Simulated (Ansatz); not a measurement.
## Electronic structure of Cl3FH3NZr in real space

The calculation's input:

```
crystal:
  periodic: [false, false, false]
  atoms:
    - { symbol: Zr, position_ang: [-0.027819, 0.095685, 0.042647] }
    - { symbol: "N", position_ang: [-0.001693, 0.045243, 2.193259] }
    - { symbol: H, position_ang: [-0.83743, -0.136755, 2.751633] }
    - { symbol: H, position_ang: [0.655895, 0.587363, 2.756189] }
    - { symbol: Cl, position_ang: [2.141566, 0.386767, -0.794387] }
    - { symbol: Cl, position_ang: [-1.212165, 2.026116, -0.565816] }
    - { symbol: Cl, position_ang: [-1.310324, -1.689423, -0.776779] }
    - { symbol: F, position_ang: [1.472019, -2.405706, 1.29108] }
    - { symbol: H, position_ang: [1.096252, -1.90649, 1.980274] }
basis:
  gaussian: { orbitals: def2-SVP }
hamiltonian:
  xc: b3lyp
  dispersion: d4
relax:
  f_tol: 0.03
  max_steps: 50
output:
  orbitals: {}
```

Command:

```sh
ansatz run input.yaml --threads 4 --pin off --max-ram 5120MiB --backend cpu --events-out ev --progress --plain --runs-dir out
```

The fields are those of the run's last geometry, not of the input's.

Core potentials replace the inner electrons of Zr.

Method: RKS B3LYP-D4/def2-SVP in Ansatz.

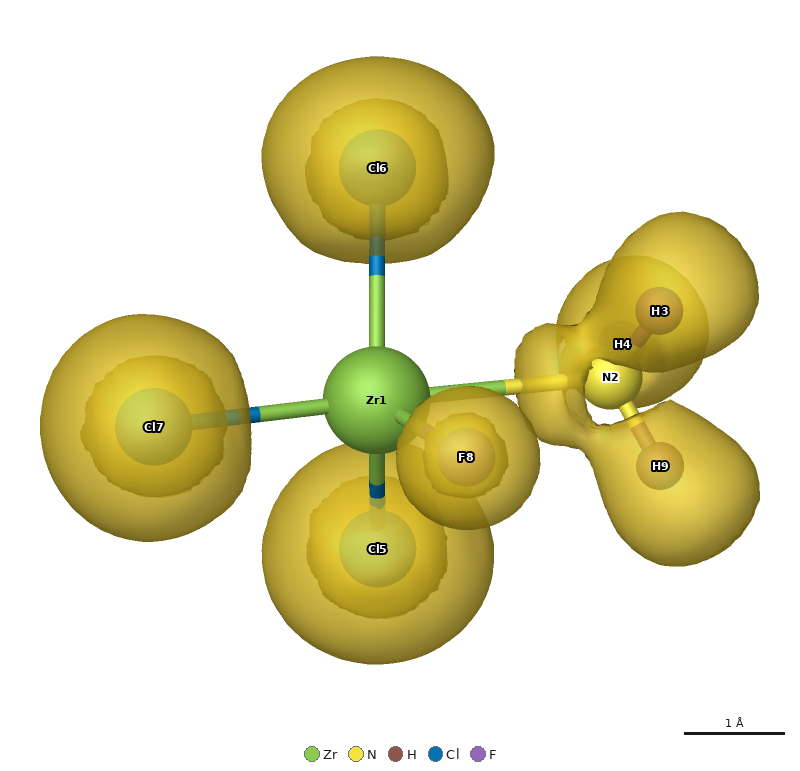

Figure 1. Isosurface of the ELF at 0.8 (yellow), seen at a tilt. Core shells and regions of very low density are left out.

Where are the electrons localised?

Answer. The surface consists of three regions wrapped around Cl (the valence shell of each), one region wrapped around F (its valence shell) and one joined region spread over several atoms (H, N), in which their bonds and any lone pairs are merged. Profiles from the grid: Zr–F (1.91 Å): the ELF peaks at about 0.85 in the valence shell of F, 0.5 Å from its nucleus, and drops to about 0.25 between the two atoms. Zr–Cl (2.37 Å): the ELF peaks at about 0.85 in the valence shell of Cl, 0.8 Å from its nucleus, and is about 0.30 at the midpoint.

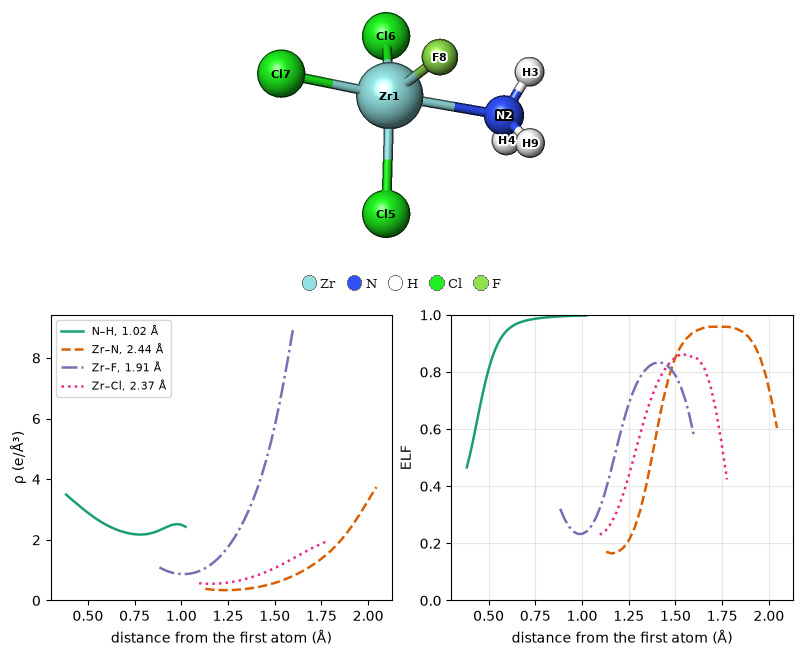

Figure 2. Electron density and electron localisation function along straight lines between neighbouring atoms. The curves leave out the atomic cores. The structure is drawn too.

What can be read from the curves?

Answer. N–H (1.02 Å): ρ at the midpoint is about 2.8 e/Å³; the ELF climbs to about 1 towards the hydrogen, as it does in any bond to H (a covalent bond by its length).
Zr–N (2.44 Å): ρ at the midpoint is about 0.34 e/Å³; the ELF peaks at about 0.95 in the valence shell of N, 0.8 Å from its nucleus, and is about 0.20 at the midpoint.
Zr–F (1.91 Å): ρ at the midpoint is about 0.91 e/Å³; the ELF peaks at about 0.85 in the valence shell of F, 0.5 Å from its nucleus, and drops to about 0.25 between the two atoms.
Zr–Cl (2.37 Å): ρ is about 0.55 e/Å³ halfway; the ELF peaks at about 0.85 in the valence shell of Cl, 0.8 Å from its nucleus, and is about 0.30 at the midpoint.

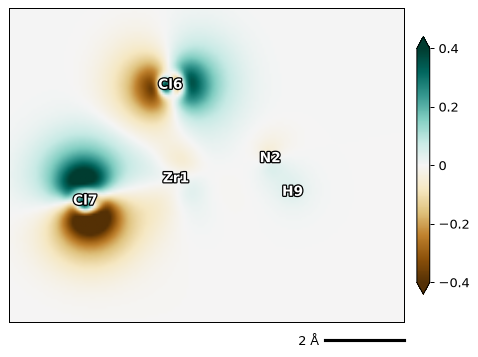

Figure 3. One frontier orbital on the plane of atoms Zr1, N2 and H9 (values in Å⁻³ᐟ²; the overall sign is arbitrary).

Which orbital is it: HOMO or LUMO?

Answer. The HOMO, at −8.37 eV. Its weight (Hirshfeld) is mainly on Cl7 (about 60 %), Cl5 (about 20 %) and Cl6 (about 20 %).
